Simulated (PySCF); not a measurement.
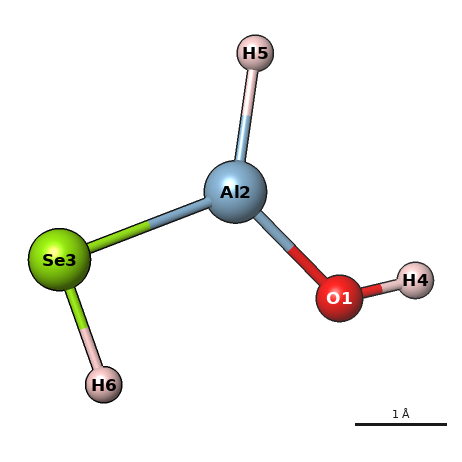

The atoms are numbered. The computed structure is the end point of a PBE0-D4/def2-TZVP optimisation. No frequency run is at hand to confirm it as a minimum.

**Describe the coordination of atom 2.**

Al2 has 3 neighbours (O1 at 1.69, Se3 at 2.31, H5 at 1.58 Å); the arrangement is trigonal planar.

**How are the neighbours of atom 1 arranged?**

O1 has 2 neighbours (Al2 at 1.69, H4 at 0.96 Å); the arrangement is bent.

**Describe the coordination of atom 3.**

Se3 has 2 neighbours (Al2 at 2.31, H6 at 1.47 Å); the arrangement is bent.
